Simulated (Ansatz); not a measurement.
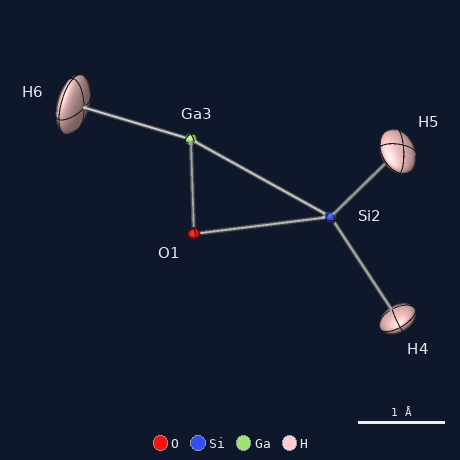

Displacement ellipsoids at the 50 % level, from the internal vibrations of the free molecule (harmonic, no overall translation or rotation; no half-axis is drawn under 0.075 Å). Vibrations computed with RKS PBE0-D4/def2-TZVP (Ansatz 0.2.0). Temperature: 400 K.

Question. Which atom has the largest mean-square displacement?

Answer. H6, with U_eq = 0.0388 Å².

Question. Does H6 move more along its bond or across it?

Answer. Across it: the root-mean-square amplitude is 0.093 Å along the bond and up to 0.241 Å across, since bending and torsion are softer than stretching.

List U_eq and the three principal root-mean-square amplitudes for each kind of atom.

```csv
atom,U_eq (Å²),rms amplitudes (Å)
O1,0.0015,"0.015, 0.035, 0.054"
Si2,0.00072,"0.014, 0.021, 0.039"
Ga3,0.00019,"0.006, 0.010, 0.020"
"H4, H5",0.0243,"0.088, 0.153, 0.205"
H6,0.0388,"0.093, 0.223, 0.241"
```
